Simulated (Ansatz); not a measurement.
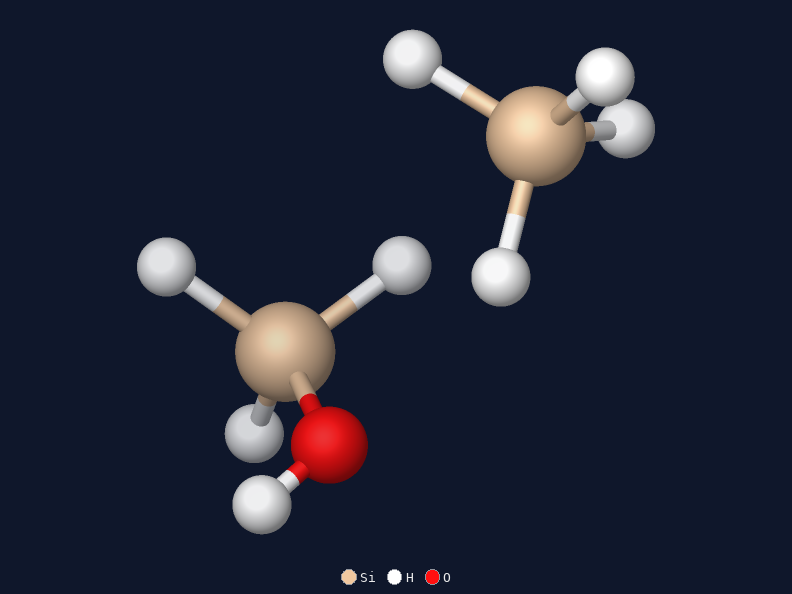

The geometry was computed by an optimisation with PBE-D4/def2-SVP. No frequency run is at hand to confirm it as a minimum.

Draw it as a skeletal formula.

SMILES: O[SiH3].[SiH4]

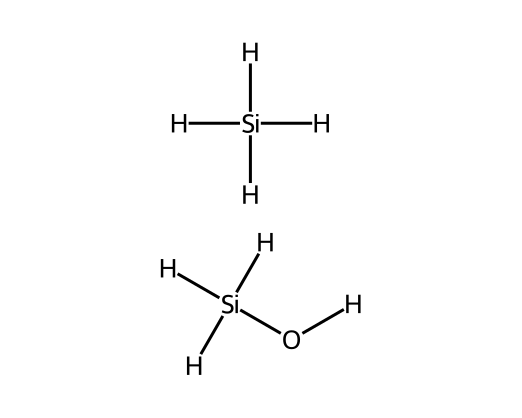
